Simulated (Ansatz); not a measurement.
# Fields on a plane of Al2ZnSe4 (space group I-4)

```
CELL_PARAMETERS angstrom
     -2.75793     2.75793     5.41481
      2.75793    -2.75793     5.41481
      2.75793     2.75793    -5.41481
ATOMIC_POSITIONS crystal
  Al 0.25000 0.75000 0.50000
  Al 0.50000 0.50000 0.00000
  Zn 0.00000 0.00000 0.00000
  Se 0.39986 0.89222 0.02496
  Se 0.10778 0.13274 0.50764
  Se 0.86726 0.37490 0.97504
  Se 0.62510 0.60014 0.49236
```

The slice is a (1 0 -1) plane (indices of the conventional cell) through the point (0.000, 0.000, 0.000) (fractional), spanned by u = [101] and v = [121] in vectors of this cell: u (5.52 Å) and v (12.15 Å, at 90° to u). It covers one period; positions are fractions (u, v).

Atoms on it: Zn at (0.00, 0.00); Zn at (0.50, 0.50). Other atoms lie within 1 Å of the plane.

Level of theory: PBEsol (plane waves to 420 eV, PAW, scalar-relativistic; Ansatz, an electronic-structure program). k mesh 9×9×9. These are valence fields of a PAW run, semicore shells included where kept as valence: close to a nucleus they are smooth pseudo fields. Al2ZnSe4 was relaxed with its symmetry unable to fall.

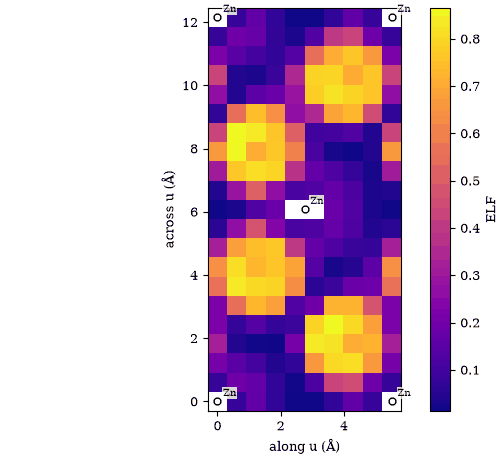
Figure: Electron localisation function (ELF), one period of the plane, atoms marked. Points within 0.5 Å of a nucleus are left white, as the pseudised field means little there.

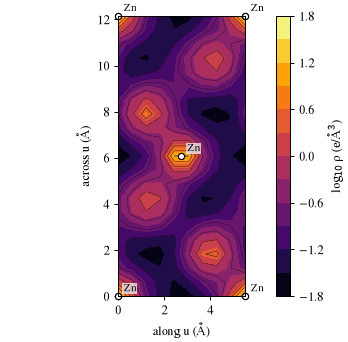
Log₁₀ of the valence density in e/Å³, one period of the plane, atoms marked. The scale is logarithmic, as a density can span decades between atoms and voids.
